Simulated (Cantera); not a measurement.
Charge: 1 mol CH4, 3.7 mol CO2, at 750 Torr.

These are equilibrium values from Cantera (NASA tables, ideal gas, pure condensed phases), not measurements of a reactor. Candidate condensed phases: C, C6H6, C7H8, C8H18, H2O; 110 gas species. Equilibrium is a limit: real reactors are often held back by kinetics, nucleation or transport.

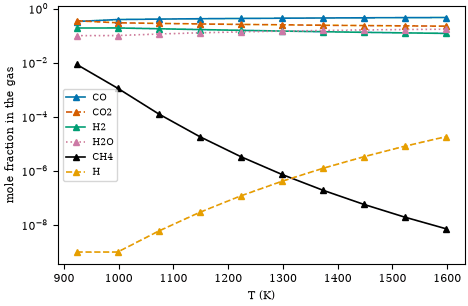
*Equilibrium gas composition (values under 1e-9 drawn at 1e-9)*

At 923 K the condensed part is C(graphite). From 998 K to 1598 K nothing is condensed. The main C-bearing gas is CO2 at 923 K and CO at 1598 K.
